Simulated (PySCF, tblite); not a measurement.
Potential energy curve for SMILES C=O (CH2O). The C1–O4 bond (C1 also carries H, H; O4 carries nothing else) is stretched with both fragments frozen at the PBE0/def2-TZVP optimised geometry.

```
4

C      0.0000     0.0000     0.0000
H      0.0007    -0.9401    -0.5879
H      0.0000     0.9400    -0.5880
O      0.0000     0.0000     1.1954
```

- UHF/6-31G (PySCF)
- UKS-BLYP = unrestricted BLYP/6-31G run with PySCF
- GFN2-xTB, 300 K electronic temperature (tblite)

Energies are in mEh, each relative to the lowest point of its own curve near equilibrium.

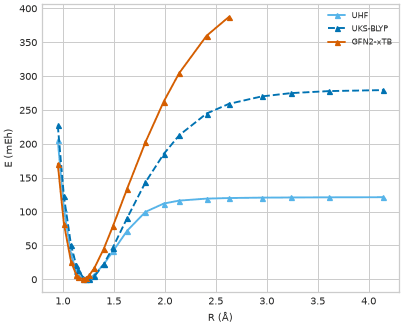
Energy against bond length for each method.

| R / Å | UHF | UKS-BLYP | GFN2-xTB |
|---|---|---|---|
| 0.95 | 205.0 | 227.2 | 170.3 |
| 1.01 | 104.1 | 122.9 | 82.1 |
| 1.08 | 36.9 | 50.6 | 26.1 |
| 1.13 | 12.2 | 21.6 | 7.1 |
| 1.15 | 6.4 | 13.9 | 3.1 |
| 1.20 | 0.0 | 2.5 | 0.0 |
| 1.23 | 0.0 | 0.0 | 2.0 |
| 1.26 | 1.5 | 0.0 | 6.2 |
| 1.31 | 6.8 | 4.5 | 17.0 |
| 1.40 | 22.0 | 22.3 | 44.7 |
| 1.49 | 41.1 | 46.9 | 78.1 |
| 1.63 | 71.6 | 90.4 | 133.6 |
| 1.81 | 99.6 | 143.2 | 202.4 |
| 1.99 | 111.9 | 185.1 | 262.5 |
| 2.14 | 116.2 | 212.5 | 304.2 |
| 2.41 | 119.2 | 244.8 | 359.6 |
| 2.63 | 120.0 | 259.1 | 387.6 |
| 2.95 | 120.6 | 270.0 | — |
| 3.24 | 120.9 | 274.9 | — |
| 3.61 | 121.1 | 277.9 | — |
| 4.14 | 121.3 | 279.3 | — |

At the longest distance, 4.14 Å, UKS-BLYP lies highest above its minimum (279.3 mEh) and UHF lowest (121.3 mEh).

Dashes: no converged value, or the column stops at the first point that the program doubted or that broke a chosen test of continuity, which isn't proof of a fault.

The unrestricted determinant behind UHF is spin-contaminated at 1.23 to 4.14 Å (<S²> up to 2.0, against 0.00 for a pure singlet). The unrestricted solution behind UKS-BLYP changes between 2.14 and 2.41 Å, which can leave a kink. The unrestricted determinant behind UKS-BLYP is spin-contaminated at 1.81 to 4.14 Å (<S²> up to 1.9, against 0.00 for a pure singlet).
